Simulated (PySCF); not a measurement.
**H₆N₂SSi, SMILES `N[SiH](N)S`: what the electrons do**

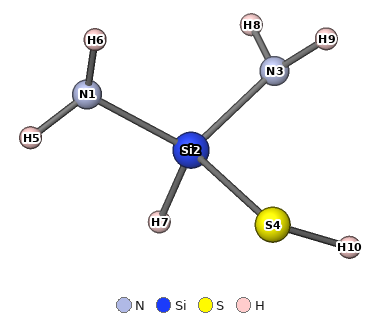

The molecule, with its atoms numbered as below. No frequency check shows the geometry to be a minimum.

Coordinates in Å:

```
N1      -1.3942   -1.2881    0.2604
Si2     -0.4622    0.0091   -0.3839
N3      -0.8967    1.5614    0.2042
S4       1.6366   -0.1983    0.1261
H5      -1.2946   -2.1976   -0.1608
H6      -1.4492   -1.3908    1.2626
H7      -0.6084   -0.0273   -1.8289
H8      -1.8567    1.8523    0.1337
H9      -0.4793    1.9187    1.0482
H10      2.0096    0.9767   -0.3497
```

Part 1: Bonding charge

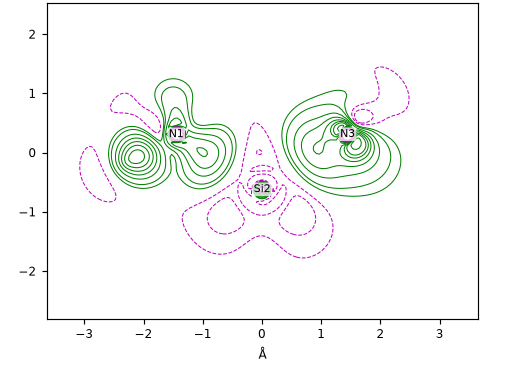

Deformation density (molecule less spherical, spin-averaged free atoms) in the plane of N1, Si2 and N3; contours at ±0.05 to ±0.8 e/Å³; solid green lines: gain, dashed magenta lines: loss.

PySCF calculation, TPSSh/def2-SVP, gas phase; geometry: GFN2-xTB.

Question: Describe the bonding that the map shows.

Answer: Si2–N3: +0.09 e/Å³ at the bond critical point (bond length 1.72 Å, Mayer order 1.2); up to 0.6 Å beside the axis the gain reaches +0.40 e/Å³. N1–Si2: +0.09 e/Å³ at the bond critical point (bond length 1.72 Å, Mayer order 1.2); up to 0.6 Å beside the axis the gain reaches +0.41 e/Å³. In all, 2.2 electrons gather in the regions of gain relative to the promolecule. A small or negative value marks a very polar bond, one between electron-rich atoms, whose free-atom densities already overlap strongly, a long bond to a heavier atom, or a closed-shell contact such as a hydrogen bond.

Question: Where do the Hirshfeld charges lie?

Answer: The highest Hirshfeld charge is on Si2 (+0.38 e), the lowest on N3 (−0.30 e).

Part 2: Local ionisation energy

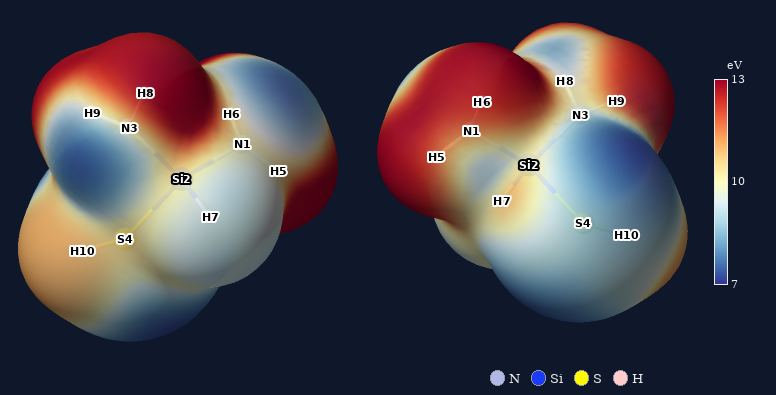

Average local ionisation energy on the surface of electron density 0.001 a.u. (back view left, front view right).

Question: Locate the minima of the map.

Answer: The lowest value is 7.2 eV, 2.2 Å from S4. Further minima include 7.4 eV, 1.9 Å from N3; 8.5 eV, near H9 (1.81 Å), H8 (1.85 Å) and N3 (1.93 Å); 9.0 eV, 1.5 Å from H7. For comparison, the highest occupied orbital lies at −6.3 eV.

Question: What volume does the surface enclose, and what is the dipole moment?

Answer: About 117 Å³; the dipole moment is 2.0 D.

Part 3: Localised orbitals

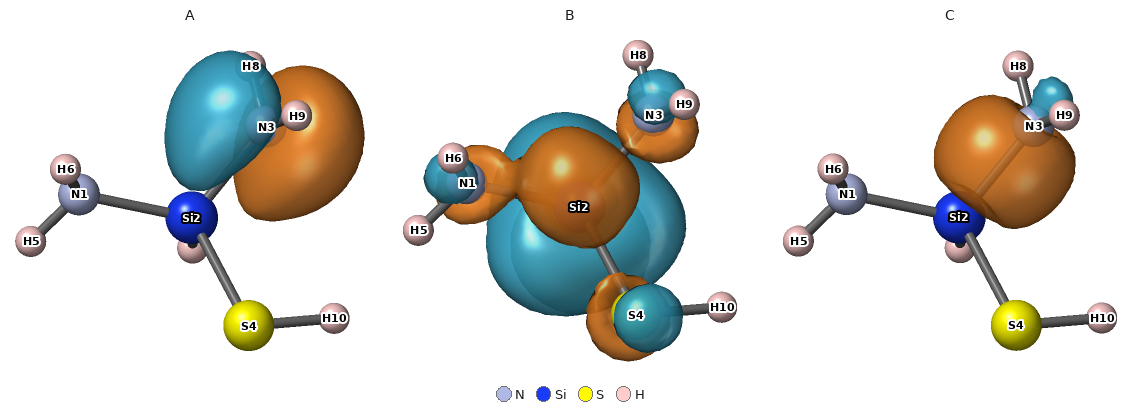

Intrinsic bond orbitals (IBO), occupied and valence-virtual; each surface holds about 85 % of the orbital's density. Energies are diagonal elements of the Fock matrix.

Level of theory: ωB97X/cc-pVTZ (PySCF), at a geometry from GFN2-xTB.

Question: Identify each orbital.

Answer: By panel:
- A: lone pair on N3 (sp15.7-type) (N3 94 %, Si2 5 %; −10.7 eV)
- B: σ* orbital Si2–H7 (Si2 53 %, H7 40 %; 9.7 eV)
- C: σ bond N3–Si2 (N3 72 %, Si2 27 %; −18.1 eV)

Question: Which has the smallest and which the largest spatial spread?

Answer: Smallest: C (0.83 Å); largest: B (1.42 Å).
